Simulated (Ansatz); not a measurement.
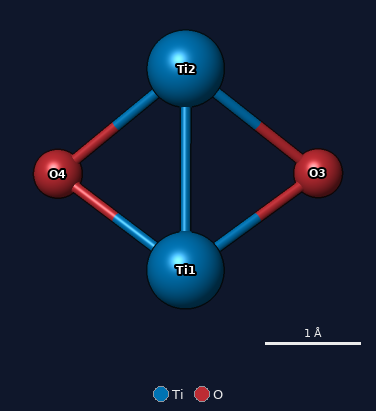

Fig. 1: The structure of the first run (ball-and-stick view, seen on its broad side; atoms are numbered from 1 in the order of the input). Sticks mark near contacts. Bond lengths as drawn: O–Ti 1.84 Å and Ti–Ti 2.13 Å.

## Two runs on Ti₂O₂

System: Ti₂O₂, multiplicity 3.
Method of the first run: UKS PBE-D4/def2-SVP (Ansatz 0.2.0).

The geometry: PBE-D4/def2-SVP start. Text and figures count atoms from 1; the logs count them from 0 in places.

Input, the first run:
```yaml
crystal:
  periodic: [false, false, false]
  atoms:
    - {symbol: Ti, position_ang: [1.056989, -0.127153, 0.302337]}
    - {symbol: Ti, position_ang: [-1.058031, 0.095407, 0.310636]}
    - {symbol: O, position_ang: [0.143286, 1.377265, -0.235685]}
    - {symbol: O, position_ang: [-0.142235, -1.345518, -0.377278]}
basis:
  gaussian: {orbitals: def2-SVP}
magnetization: {spin_polarized: true, initial_magnetization: 2}
hamiltonian: {xc: pbe, dispersion: d4}
scf: {omitted_lower_state_checks: [starts]}
output: {orbitals: {seedname: orbitals}}
relax: {f_tol: 0.02, max_steps: 100}
```

Command:
```bash
ansatz run in.yaml --threads 4 --pin off --events-out ev --progress --plain --max-ram 3916MiB
```

Hardware: 4 threads of Arm Neoverse V1, 95 GiB of memory available, shared host.

Output, shortened to warnings, some set-up lines, iterations and results (the first run):
```
[...]
mean field evaluation 1: about -50282.5522 eV, gradient 6.5e1 eV
mean field evaluation 2: about -50022.8793 eV, gradient 2.0e2 eV
mean field evaluation 4: about -50286.1038 eV, gradient 5.8e1 eV
mean field evaluation 8: about -50300.5858 eV, gradient 9.7e0 eV
mean field evaluation 16: about -50300.9781 eV, gradient 3.5e-2 eV
mean field evaluation 32: about -50300.9782 eV, gradient 4.9e-5 eV
relax step   1: F+E_penalty+E_count = -50301.09840595 eV  Δ(F+E_penalty+E_count) = +0.000e0 eV  max|allowed force component| = 3.116e0 eV/Å  Δτ_max = 0.0000 Å  (59 SCF iters, …
relax step   2: F+E_penalty+E_count = -50301.41153978 eV  Δ(F+E_penalty+E_count) = -3.131e-1 eV  max|allowed force component| = 5.515e-1 eV/Å  Δτ_max = 0.0968 Å  (55 SCF …
relax step   3: F+E_penalty+E_count = -50301.44613366 eV  Δ(F+E_penalty+E_count) = -3.459e-2 eV  max|allowed force component| = 2.731e-1 eV/Å  Δτ_max = 0.0539 Å  (51 SCF …
mean field evaluation 64: about -50301.3295 eV, gradient 6.3e-4 eV
relax step   4: F+E_penalty+E_count = -50301.45149068 eV  Δ(F+E_penalty+E_count) = -5.357e-3 eV  max|allowed force component| = 1.277e-1 eV/Å  Δτ_max = 0.0114 Å  (47 SCF …
relax step   5: F+E_penalty+E_count = -50301.45220750 eV  Δ(F+E_penalty+E_count) = -7.168e-4 eV  max|allowed force component| = 9.680e-3 eV/Å  Δτ_max = 0.0044 Å  (49 SCF …
these checks for a lower state are left out or cut short: starts
1046 factors; their error is unknown
mean field -50301.33009411 eV, -1848.5397854924 hartree, gradient 2.3e-5 eV, S^2 2.021677; 0 other end points of the search recorded, 0 dependent functions left out
the calculation of the forces begins
reference -50301.33014279 eV, -1848.5397872815 hartree; 31, 29 occupied and 59, 61 virtual orbitals, 1046 factors
Total energy: -50301.45225618 eV, -1848.5442748657 hartree
Atom 0 at     1.157969    -0.135275     0.257699 Å, force    -0.009326     0.002541     0.000474 eV/Å
Atom 1 at    -1.158792     0.108091     0.266739 Å, force     0.009680    -0.002605     0.000076 eV/Å
Atom 2 at     0.136619     1.310516    -0.194773 Å, force     0.000544    -0.006534    -0.000614 eV/Å
Atom 3 at    -0.135787    -1.283331    -0.329656 Å, force    -0.000897     0.006599     0.000064 eV/Å
Dipole moment:    -0.000285    -0.008956     0.172800 e Å
Checks for a lower state left out: starts
```

The input of the second run differs as follows (lines with − go, lines with + come):
```diff
-magnetization: {spin_polarized: true, initial_magnetization: 2}
+total_charge: 1
+magnetization: {spin_polarized: true, initial_magnetization: 1}
```

How does the second run compare with the first run?

The two differ by one electron: with each relaxed, removing it changes the energy by 5.56 eV. The HOMO goes from −3.08 to −9.17 eV. The LUMO goes from −2.51 to −8.42 eV.

Output, shortened to warnings, some set-up lines, iterations and results (the second run):
```
[...]
mean field evaluation 1: about -50258.2098 eV, gradient 9.8e1 eV
mean field evaluation 2: about -49702.7381 eV, gradient 2.8e2 eV
mean field evaluation 4: about -50252.3343 eV, gradient 1.1e2 eV
mean field evaluation 8: about -50295.3603 eV, gradient 7.5e0 eV
mean field evaluation 16: about -50295.5618 eV, gradient 2.1e-3 eV
relax step   1: F+E_penalty+E_count = -50295.67053701 eV  Δ(F+E_penalty+E_count) = +0.000e0 eV  max|allowed force component| = 1.730e0 eV/Å  Δτ_max = 0.0000 Å  (42 SCF iters, …
mean field evaluation 32: about -50295.7658 eV, gradient 5.1e-1 eV
relax step   2: F+E_penalty+E_count = -50295.85783645 eV  Δ(F+E_penalty+E_count) = -1.873e-1 eV  max|allowed force component| = 6.815e-1 eV/Å  Δτ_max = 0.0748 Å  (47 SCF …
relax step   3: F+E_penalty+E_count = -50295.88572555 eV  Δ(F+E_penalty+E_count) = -2.789e-2 eV  max|allowed force component| = 3.417e-1 eV/Å  Δτ_max = 0.0521 Å  (50 SCF …
relax step   4: F+E_penalty+E_count = -50295.89058714 eV  Δ(F+E_penalty+E_count) = -4.862e-3 eV  max|allowed force component| = 1.740e-2 eV/Å  Δτ_max = 0.0108 Å  (42 SCF …
these checks for a lower state are left out or cut short: starts
1046 factors; their error is unknown
mean field -50295.77961727 eV, -1848.3358092306 hartree, gradient 2.8e-5 eV, S^2 0.756280; 0 other end points of the search recorded, 0 dependent functions left out
the calculation of the forces begins
reference -50295.77971067 eV, -1848.3358126630 hartree; 30, 29 occupied and 60, 61 virtual orbitals, 1046 factors
Total energy: -50295.89068054 eV, -1848.3398907308 hartree
Atom 0 at     1.124621    -0.132233     0.266394 Å, force    -0.014439     0.003655    -0.003503 eV/Å
Atom 1 at    -1.125473     0.104162     0.275171 Å, force     0.014808    -0.003311    -0.003991 eV/Å
Atom 2 at     0.136889     1.313651    -0.203196 Å, force    -0.000304    -0.017398     0.002852 eV/Å
Atom 3 at    -0.136029    -1.285579    -0.338359 Å, force    -0.000065     0.017054     0.004642 eV/Å
Dipole moment:    -0.000893    -0.029409     0.567358 e Å
Checks for a lower state left out: starts
```

The two runs side by side:

```tsv
quantity	the first run	the second run
outcome	converged	converged
total energy (hartree)	−1848.544275	−1848.339891
HOMO (eV)	−3.08	−9.17
LUMO (eV)	−2.51	−8.42
dipole moment (D)	0.83	–
⟨S²⟩	2.022	0.756
largest force (eV/Å)	0.010	0.018
basis functions	90	90
wall time (shared host)	16 s	11 s
```
